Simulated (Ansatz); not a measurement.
## Electronic structure of Ga8Sb5P3 in real space

```
CELL_PARAMETERS angstrom
5.85568 5.85568 0.00000
-5.85568 5.85568 0.00000
0.00000 0.00000 11.74091
ATOMIC_POSITIONS crystal
Ga 0.25162 0.50000 0.38770
Ga 0.75162 0.00000 0.88770
Ga 0.74838 0.50000 0.38770
Ga 0.24838 0.00000 0.88770
Ga 0.00000 0.75162 0.11230
Ga 0.50000 0.25162 0.61230
Ga 0.50000 0.76587 0.11754
Ga 0.00000 0.26587 0.61754
Ga 0.00000 0.24838 0.11230
Ga 0.50000 0.74838 0.61230
Ga 0.50000 0.23413 0.11754
Ga 0.00000 0.73413 0.61754
Ga 0.26587 0.00000 0.38246
Ga 0.76587 0.50000 0.88246
Ga 0.73413 0.00000 0.38246
Ga 0.23413 0.50000 0.88246
P 0.00000 0.00000 0.00000
P 0.50000 0.50000 0.50000
P 0.00000 0.50000 0.49875
P 0.50000 0.00000 0.99875
Sb 0.25030 0.75030 0.25000
Sb 0.75030 0.25030 0.75000
Sb 0.74970 0.75030 0.25000
Sb 0.24970 0.25030 0.75000
Sb 0.25030 0.24970 0.25000
Sb 0.75030 0.74970 0.75000
Sb 0.74970 0.24970 0.25000
Sb 0.24970 0.74970 0.75000
P 0.00000 0.50000 0.00125
P 0.50000 0.00000 0.50125
Sb 0.50000 0.50000 0.00000
Sb 0.00000 0.00000 0.50000
```

Space group I-4m2; a generated structure, not necessarily the stable one.

Theory: DFT PBEsol, spin-orbit coupling, plane waves, PAW in Ansatz 0.2.0.

The density is the valence pseudo-density of a PAW calculation; it isn't the true density close to the nuclei.

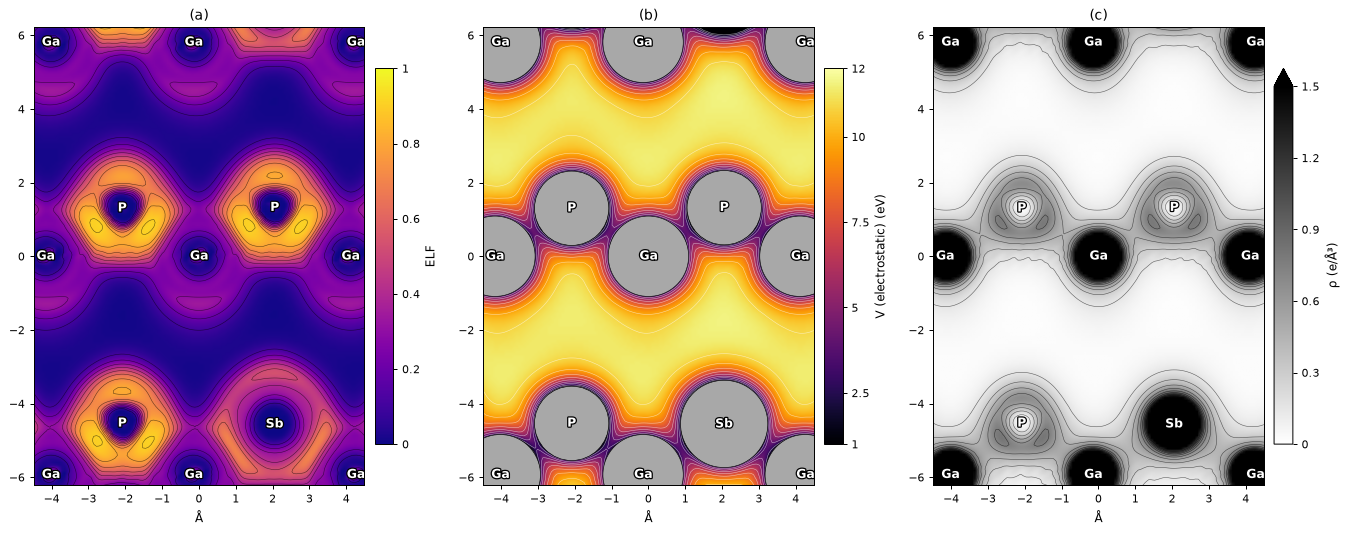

Figure 1. (a) ELF; (b) electrostatic potential energy of an electron; (c) valence charge density (pseudo) on the (010) plane of the conventional cell. Grey discs cover the atomic cores in the potential map.

Question: What do the fields say about this system?

Answer:
- Atoms in the plane: Ga, P and Sb.
- Ga–P (2.39 Å): the density is about 0.52 e/Å³ at the midpoint; the ELF peaks at about 0.90 in the valence shell of P, 0.8 Å from its nucleus, and is about 0.75 at the midpoint.
- Ga–Sb (2.60 Å): ρ is about 0.45 e/Å³ halfway; the ELF peaks at about 0.70 between the atoms.
- Ga–P (2.44 Å): the density is about 0.48 e/Å³ at the midpoint; the ELF peaks at about 0.90 in the valence shell of P, 0.8 Å from its nucleus, and is about 0.75 at the midpoint.
- Between the atoms the lowest density in this plane is 0.01 e/Å³.
- Outside the cores the potential energy rises away from the atoms and is highest about 2.6 Å from the nearest atoms; its zero is arbitrary.

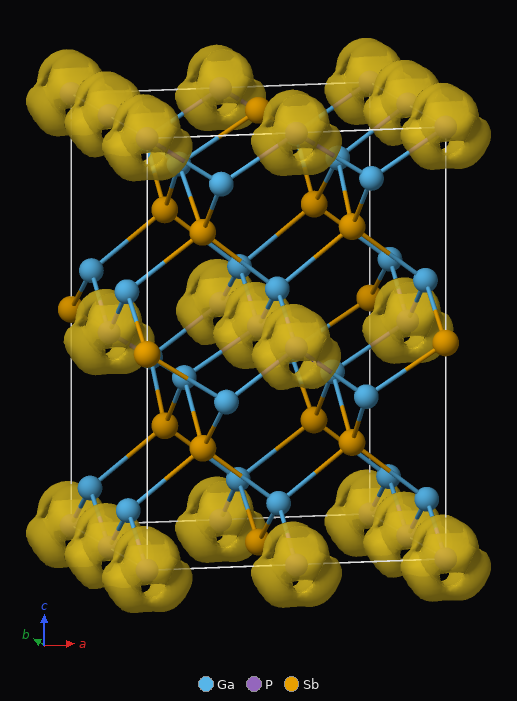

Figure 2. Isosurface of the ELF at 0.75 (yellow), seen slightly off an axis. Core shells and regions of very low density are left out. Sticks mark near contacts.

Question: Where are the electrons localised?

Answer: The surface consists of six regions on P in which the atom's valence shell and bonds are merged, counted in one cell of 32 atoms. Any copies at cell faces, edges or corners count once.


 Ga–Sb (2.59 Å): the ELF peaks at about 0.70 between the atoms.
